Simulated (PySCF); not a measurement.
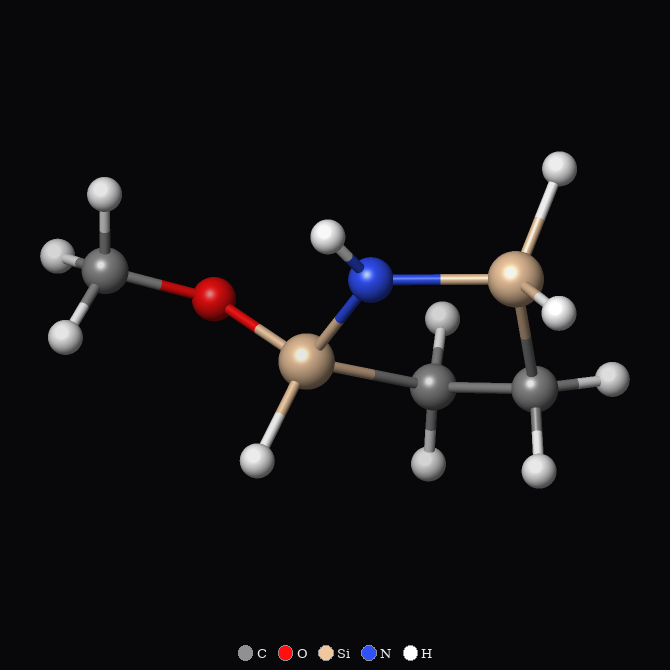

The computed structure is the end point of a GFN2-xTB optimisation. No frequency run is at hand to confirm it as a minimum.

Draw it as a skeletal formula.

SMILES: CO[Si@H]1CC[SiH2]N1

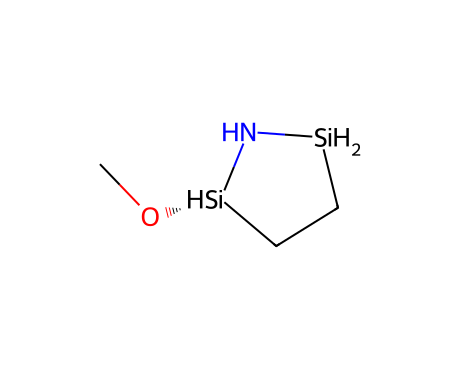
